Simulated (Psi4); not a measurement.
Run report: SiNH2Cl, single-point calculation

The run: single-point calculation of SiNH2Cl, SMILES N[Si]Cl. Method and program: SVWN-RPA/aug-cc-pVTZ-DK, RKS, sfX2C, ddCOSMO solvent chlorobenzene (Psi4 1.11).

The geometry comes from this level: PBE0-D4/def2-TZVP.

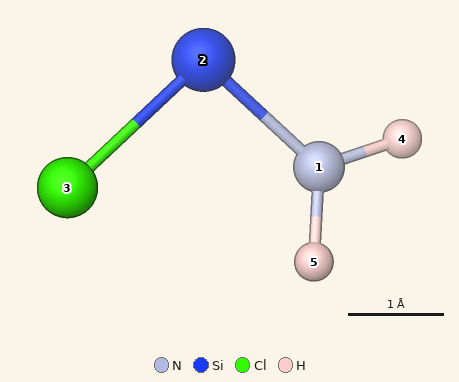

The structure as given in the input (ball-and-stick view, seen at a tilt; atoms are numbered from 1 in the order of the input). Bond lengths as drawn: Cl–Si 2.10 Å, H–N 1.01 Å and N–Si 1.70 Å.

Input file (calc.in)
```
memory 1.6 GB

molecule geom {
  0 1
  N
  Si 1 1.700565
  Cl 2 2.104344 1 98.20658
  H 1 1.009029 2 121.04357 3 179.99707
  H 1 1.009622 4 112.99555 2 179.99345
  symmetry c1
  no_reorient
  no_com
}

set globals {
  basis aug-cc-pVTZ-DK
  scf_type df
  relativistic x2c
  ddx true
  ddx_model cosmo
  ddx_solvent chlorobenzene
  ddx_radii_set uff
}

e, wfn = energy('svwn', return_wfn=True)
print_variables()
```

Run on 1 thread of Intel Xeon (Sapphire Rapids), 16 GiB of memory available, shared host.

Command:
```bash
psi4 calc.in calc.out -n 1
```

The program's output
```
Psi4 1.11 release

Relativistic analytic gradients are not implemented yet, re-routing to finite differences.
  PCM or DDX continuum solvation does not make use of molecular symmetry: further calculations in C1 point group.

   => Loading Basis Set <=

    Name: AUG-CC-PVTZ-DK
    Role: ORBITAL
    Keyword: BASIS

         ---------------------------------------------------------
                                   SCF
                              RKS Reference
                        1 Threads,   1525 MiB Core
         ---------------------------------------------------------

  ==> Geometry <==

    Molecular point group: c1
    Full point group: C1

    Geometry (in Angstrom), charge = 0, multiplicity = 1:

       Center              X                  Y                   Z               Mass
    ------------   -----------------  -----------------  -----------------  -----------------
         N            0.000001386910     0.921746862364    -1.474401432275    14.003074004430
         SI           0.000001386910     0.921746862364     0.226163567725    27.976926534650
         CL           0.000001386910    -1.161048327838     0.526543104325    34.968852682000
         H           -0.000042822592     1.786258083669    -1.994747345225     1.007825032230
         H           -0.000063069963     0.104540510333    -2.067284521029     1.007825032230

  Running in c1 symmetry.

  Rotational constants: A =      0.66028  B =      0.15272  C =      0.12403 [cm^-1]
  Rotational constants: A =  19794.81074  B =   4578.29099  C =   3718.29588 [MHz]
  Nuclear repulsion =  131.390326077442495

  Charge       = 0
  Multiplicity = 1
  Electrons    = 40
  Nalpha       = 20
  Nbeta        = 20

  ==> Algorithm <==

  SCF Algorithm Type is DF.
  DIIS enabled.
  MOM disabled.
  Fractional occupation disabled.
  Guess Type is SAD.
  Energy threshold   = 1.00e-06
  Density threshold  = 1.00e-06
  Integral threshold = 1.00e-12

  ==> Primary Basis <==

  Basis Set: AUG-CC-PVTZ-DK
    Blend: AUG-CC-PVTZ-DK
    Number of shells: 64
    Number of basis functions: 192
    Number of Cartesian functions: 223
    Spherical Harmonics?: true
    Max angular momentum: 3

  ==> DFT Potential <==

   => LibXC <=

    Version 7.1.2

   => Composite Functional: SVWN <=

    Slater exchange
    Vosko, Wilk & Nusair (VWN5_RPA)

    Deriv               =              1
    GGA                 =          FALSE
    Meta                =          FALSE

    Exchange Hybrid     =          FALSE
    MP2 Hybrid          =          FALSE

   => Exchange Functionals <=

    1.0000         XC_LDA_X

   => Correlation Functionals <=

    1.0000   XC_LDA_C_VWN_RPA

   => LibXC Density Thresholds  <==

    XC_LDA_C_VWN_RPA:  1.00E-15
    XC_LDA_X:  1.00E-15

   => Molecular Quadrature <=

    Radial Scheme          =       TREUTLER
    Pruning Scheme         =           NONE
    Nuclear Scheme         =       TREUTLER

    Blocking Scheme        =         OCTREE
    BS radius alpha        =              1
    Pruning alpha          =              1
    Radial Points          =             75
    Spherical Points       =            302
    Total Points           =         110040
    Total Blocks           =            908
    Max Points             =            256
    Max Functions          =            192
    Weights Tolerance      =       1.00E-15

   => Loading Basis Set <=

    Name: (AUG-CC-PVTZ-DK AUX)
    Role: JKFIT
    Keyword: DF_BASIS_SCF

   => Loading Basis Set <=

    Name: (AUG-CC-PVTZ-DK AUX)
    Role: DECON
    Keyword: BASIS_RELATIVISTIC

  +----------------------------------------------------------------+
  |                                                                |
  |                        888      888 Y8b    d8Y                 |
  |                        888      888  Y8b  d8Y                  |
  |                        888      888   Y8888Y                   |
  |                    .d88888  .d88888    Y88Y                    |
  |                   d88  888 d88  888    d88b                    |
  |                   888  888 888  888   d8888b                   |
  |                   Y88b 888 Y88b 888  d8Y  Y8b                  |
  |                     Y88888   Y88888 d8Y    Y8b                 |
  |                                                                |
  |                              |
  |                         Version: 0.7.0                         |
  |                                                                |
  +----------------------------------------------------------------+
    enable_fmm              = True
    eta                     = 0.1
    fmm_local_lmax          = 6
    fmm_multipole_lmax      = 9
    incore                  = False
    jacobi_n_diis           = 20
    lmax                    = 9
    logfile                 =
    maxiter                 = 100
    n_lebedev               = 302
    n_proc                  = 1
    shift                   = -1.0
    solvent_kappa           = 0.0
    solvent_epsilon         = 5.6968
    solvent_epsilon_optical = 2.32
    tol                     = 1e-08

    DDX numerical integration setup:

    dft_block_scheme     = ATOMIC
    dft_nuclear_scheme   = BECKE
    dft_pruning_scheme   = ROBUST
    dft_radial_points    = 35
    dft_radial_scheme    = BECKE
    dft_spherical_points = 110

    Cavity sphere setup (in Angstrom):

    Charge       X            Y            Z          Radius
    ------   ----------   ----------   ----------   ----------
      7.00     0.000001     0.921747    -1.474401     2.013000
     14.00     0.000001     0.921747     0.226164     2.362250
     17.00     0.000001    -1.161048     0.526543     2.170850
      1.00    -0.000043     1.786258    -1.994747     1.587300
      1.00    -0.000063     0.104541    -2.067285     1.587300

    Cavity sphere setup (in Bohr):

    Charge       X            Y            Z          Radius
    ------   ----------   ----------   ----------   ----------
      7.00     0.000003     1.741849    -2.786215     3.804019
     14.00     0.000003     1.741849     0.427387     4.464006
     17.00     0.000003    -2.194063     0.995022     4.102312
      1.00    -0.000081     3.375539    -3.769526     2.999562
      1.00    -0.000119     0.197553    -3.906602     2.999562

  ==> Integral Setup <==

  DFHelper Memory: AOs need 0.110 GiB; user supplied 0.978 GiB.
  SCF_SUBTYPE=INCORE selected. In-core MEM_DF algorithm will be used.
  Using in-core AOs.

  ==> MemDFJK: Density-Fitted J/K Matrices <==

    J tasked:                   Yes
    K tasked:                    No
    wK tasked:                   No
    Memory [MiB]:              1001
    Algorithm:                 Core
    Schwarz Cutoff:           1E-12
    Mask sparsity (%):       0.1085
    Fitting Condition:        1E-10

   => Auxiliary Basis Set <=

  Basis Set: (AUG-CC-PVTZ-DK AUX)
    Blend: DEF2-UNIVERSAL-JKFIT
    Number of shells: 113
    Number of basis functions: 369
    Number of Cartesian functions: 443
    Spherical Harmonics?: true
    Max angular momentum: 4

  Cached 100.0% of DFT collocation blocks in 0.139 [GiB].

 OEINTS: Using relativistic (X2C) overlap, kinetic, and potential integrals.
         ------------------------------------------------------------
         Spin-Free X2C Integrals at the One-Electron Level (SFX2C-1e)
         ------------------------------------------------------------

  ==> X2C Options <==

    Computational Basis: AUG-CC-PVTZ-DK
    X2C Basis: (AUG-CC-PVTZ-DK AUX)
    The X2C Hamiltonian will be computed in the X2C Basis

    Comparing only 192 out of 258 elements of H_Dirac

    The 1-norm of |H_X2C - H_Dirac| is: 86.879677717763

    WARNING: The X2C and Dirac Hamiltonians have substatially different eigenvalues!
             This is probably caused by the recontraction of the basis set.

  Minimum eigenvalue in the overlap matrix is 1.2273600800E-04.
  Reciprocal condition number of the overlap matrix is 1.3172577781E-05.
    Using symmetric orthogonalization.

  ==> Pre-Iterations <==

  SCF Guess: Superposition of Atomic Densities via on-the-fly atomic UHF (no occupation information).

   -------------------------
    Irrep   Nso     Nmo
   -------------------------
     A        192     192
   -------------------------
    Total     192     192
   -------------------------

  ==> Iterations <==

                           Total Energy        Delta E     RMS |[F,P]|

   @DF-RKS iter SAD:  -805.09728438393370   -8.05097e+02   0.00000e+00
   @DF-RKS iter   1:  -814.47599261705545   -9.37871e+00   1.78978e-01 ADIIS
   @DF-RKS iter   2: -1219.70795575887541   -4.05232e+02   5.10618e-01 ADIIS
   @DF-RKS iter   3: -1289.47845513831771   -6.97705e+01   3.44577e-01 ADIIS
   @DF-RKS iter   4: -1520.99813871319407   -2.31520e+02   8.17865e-01 ADIIS
   @DF-RKS iter   5: -2883.35651746221720   -1.36236e+03   1.31759e+00 ADIIS
   @DF-RKS iter   6: -2948.13475993712018   -6.47782e+01   3.76684e-02 ADIIS/DIIS
   @DF-RKS iter   7: -2949.30610736069048   -1.17135e+00   9.89163e-03 ADIIS/DIIS
   @DF-RKS iter   8: -2949.33857847523541   -3.24711e-02   3.97684e-03 ADIIS/DIIS
   @DF-RKS iter   9: -2949.35092892327702   -1.23504e-02   1.64411e-03 ADIIS/DIIS
   @DF-RKS iter  10: -2949.35350813294235   -2.57921e-03   2.60478e-04 ADIIS/DIIS
   @DF-RKS iter  11: -2949.35360507004089   -9.69371e-05   1.31223e-05 DIIS
   @DF-RKS iter  12: -2949.35360238067187    2.68937e-06   1.39385e-06 DIIS
   @DF-RKS iter  13: -2949.35360459131243   -2.21064e-06   5.51274e-08 DIIS
   @DF-RKS iter  14: -2949.35361016568822   -5.57438e-06   2.45565e-08 DIIS
   @DF-RKS iter  15: -2949.35360918582865    9.79860e-07   2.53030e-08 DIIS
  Energy and wave function converged.

  ==> Post-Iterations <==

   Electrons on quadrature grid:
      Ntotal   =   40.0190541934 ; deviation = 1.905e-02

    Orbital Energies [Eh]
    ---------------------

    Doubly Occupied:

       1A   -1106.032394     2A   -162.188956     3A   -149.974917
       4A   -145.797220     5A   -140.272720     6A   -124.286961
       7A   -105.217994     8A   -105.135651     9A   -102.711720
      10A    -90.695162    11A    -89.595832    12A    -85.641696
      13A    -80.926644    14A    -78.498118    15A    -78.354981
      16A    -74.760918    17A    -74.228866    18A    -70.474268
      19A    -68.437880    20A    -67.613717

    Virtual:

      21A    -66.000375    22A    -64.562115    23A    -64.461315
      24A    -63.070791    25A    -61.580691    26A    -59.968149
      27A    -59.719393    28A    -58.661281    29A    -56.666170
      30A    -56.329693    31A    -55.745727    32A    -54.012753
      33A    -53.127029    34A    -52.795121    35A    -50.574721
      36A    -49.302925    37A    -48.178498    38A    -47.791444
      39A    -46.762042    40A    -46.697528    41A    -45.445372
      42A    -44.341401    43A    -44.040555    44A    -43.642906
      45A    -43.519163    46A    -42.324960    47A    -40.674195
      48A    -40.199100    49A    -39.492267    50A    -39.184176
      51A    -38.644160    52A    -38.323175    53A    -37.562975
      54A    -37.555341    55A    -35.415094    56A    -34.438886
      57A    -33.716801    58A    -32.760185    59A    -32.645315
      60A    -32.117007    61A    -30.668499    62A    -29.474802
      63A    -28.901705    64A    -28.718603    65A    -28.239421
      66A    -28.210729    67A    -26.227200    68A    -26.092982
      69A    -25.166240    70A    -24.729876    71A    -24.306953
      72A    -23.921189    73A    -23.007989    74A    -22.963525
      75A    -22.904338    76A    -22.714452    77A    -22.132856
      78A    -21.559532    79A    -20.362225    80A    -19.498853
      81A    -19.010730    82A    -18.491000    83A    -17.947592
      84A    -17.576765    85A    -17.287400    86A    -17.003096
      87A    -16.226352    88A    -15.653832    89A    -15.371839
      90A    -14.353131    91A    -14.162047    92A    -13.438586
      93A    -12.866220    94A    -12.803198    95A    -12.534249
      96A    -11.844892    97A    -11.819783    98A    -11.100441
      99A    -10.053905   100A     -9.751623   101A     -9.531843
     102A     -9.529048   103A     -9.260962   104A     -8.893035
     105A     -8.348182   106A     -7.728310   107A     -7.380802
     108A     -6.727974   109A     -6.476964   110A     -6.376541
     111A     -6.178414   112A     -5.989063   113A     -5.610096
     114A     -5.536036   115A     -4.602228   116A     -4.432065
     117A     -4.278918   118A     -4.201533   119A     -3.914262
     120A     -3.870100   121A     -3.707648   122A     -3.402979
     123A     -3.235805   124A     -3.008860   125A     -2.944483
     126A     -2.712779   127A     -2.573208   128A     -2.424003
     129A     -2.187296   130A     -1.986958   131A     -1.872401
     132A     -1.835987   133A     -1.525651   134A     -1.486197
     135A     -1.249037   136A     -1.198167   137A     -1.173444
     138A     -0.884977   139A     -0.871213   140A     -0.811851
     141A     -0.778493   142A     -0.776693   143A     -0.544526
     144A     -0.508731   145A     -0.450059   146A     -0.390023
     147A     -0.333757   148A     -0.262794   149A     -0.079858
     150A     -0.069170   151A     -0.042179   152A      0.057804
     153A      0.063443   154A      0.150059   155A      0.272677
     156A      0.290251   157A      0.388523   158A      0.442087
     159A      0.510580   160A      0.624987   161A      0.725383
     162A      0.771291   163A      0.914907   164A      1.039166
     165A      1.246823   166A      1.380538   167A      1.530833
     168A      1.536339   169A      1.654963   170A      1.790411
     171A      1.852681   172A      2.325191   173A      2.463170
     174A      2.682975   175A      2.748748   176A      3.169868
     177A      3.413730   178A      3.480415   179A      3.738502
     180A      4.724907   181A      6.114798   182A      6.310892
     183A      7.035411   184A      9.746389   185A     10.312021
     186A     12.178796   187A     17.830630   188A     22.188228
     189A     26.397108   190A     31.343827   191A     42.921957
     192A     75.384190

    Final Occupation by Irrep:
              A
    DOCC [    20 ]
    NA   [    20 ]
    NB   [    20 ]

  @DF-RKS Final Energy: -2949.35360918582865

   => Energetics <=

    Nuclear Repulsion Energy =            131.3903260774424950
    One-Electron Energy =                -816.5278009885128085
    Two-Electron Energy =                 317.4355891361450404
    DFT Exchange-Correlation Energy =     -38.2161751385514421
    Empirical Dispersion Energy =           0.0000000000000000
    VV10 Nonlocal Energy =                  0.0000000000000000
    DD Solvation Energy =              -2543.4355482723517525
    Total Energy =                      -2949.3536091858286454

Computation Completed

Properties will be evaluated at   0.000000,   0.000000,   0.000000 [a0]

Properties computed using the SCF density matrix

 Multipole Moments:

 ------------------------------------------------------------------------------------
     Multipole            Electronic (a.u.)      Nuclear  (a.u.)        Total (a.u.)
 ------------------------------------------------------------------------------------

 L = 1.  Multiply by 2.5417464519 to convert [e a0] to [Debye]
 Dipole X            :         -0.0012075           -0.0001005           -0.0013080
 Dipole Y            :       -100.9821967            2.8528461          -98.1293506
 Dipole Z            :        117.1900598           -4.2808328          112.9092270
 Magnitude           :                                                  149.5923227

 ------------------------------------------------------------------------------------

	total time  =         34 seconds =       0.57 minutes

  Variable Map:
  ----------------------------------------------------------------------------
  "CURRENT ENERGY"              =>   -2949.353609185829
  "CURRENT REFERENCE ENERGY"    =>   -2949.353609185829
  "DD SOLVATION ENERGY"         =>   -2543.435548272352
  "DFT FUNCTIONAL TOTAL ENERGY" =>    -405.918060913477
  "DFT TOTAL ENERGY"            =>    -405.918060913477
  "DFT VV10 ENERGY"             =>       0.000000000000
  "DFT XC ENERGY"               =>     -38.216175138551
  "GRID ELECTRONS ALPHA"        =>      20.009527096718
  "GRID ELECTRONS BETA"         =>      20.009527096718
  "GRID ELECTRONS TOTAL"        =>      40.019054193436
  "NUCLEAR REPULSION ENERGY"    =>     131.390326077442
  "ONE-ELECTRON ENERGY"         =>    -816.527800988513
  "PCM POLARIZATION ENERGY"     =>       0.000000000000
  "PE ENERGY"                   =>       0.000000000000
  "SCF ITERATION ENERGY"        =>   -2949.353609185829
  "SCF ITERATIONS"              =>      15.000000000000
  "SCF TOTAL ENERGY"            =>   -2949.353609185829
  "TWO-ELECTRON ENERGY"         =>     317.435589136145
  "XC GRID RADIAL POINTS"       =>      75.000000000000
  "XC GRID SPHERICAL POINTS"    =>     302.000000000000
  "XC GRID TOTAL POINTS"        =>  110040.000000000000

  Array Variable Map:
  ----------------------------------------------------------------------------
  "CURRENT DIPOLE"              =>      -0.001307970561 ... 112.909227004116 1 by 3
  "SCF DIPOLE"                  =>      -0.001307970561 ... 112.909227004116 1 by 3
  "SCF TOTAL ENERGIES"          =>    -805.097284383934 ... -2949.353609185829 1 by 16

    Psi4 run time: 0:00:33.84
```

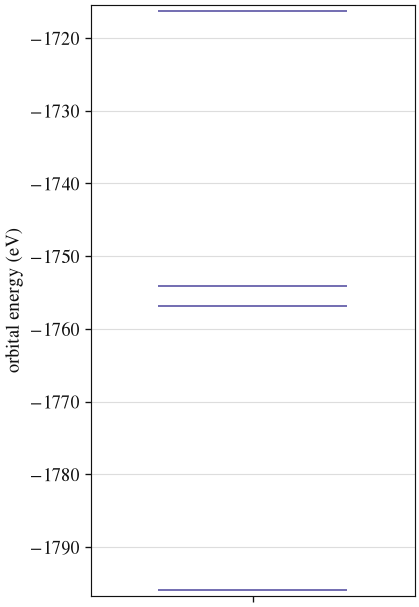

Orbital energies near the frontier; the dotted line parts filled from empty levels, and levels within 0.02 eV of each other stand side by side. Highest filled −1839.86 eV, lowest empty −1795.96 eV, 43.90 eV apart.

Key numbers

```tsv
quantity	value
outcome	converged
total energy	−2949.353609 hartree
solvation energy	−2543.435548 hartree
basis functions	192
HOMO	−1839.86 eV
LUMO	−1795.96 eV
dipole moment	380.23 D
wall time	35 s
peak memory	0.57 GiB
```
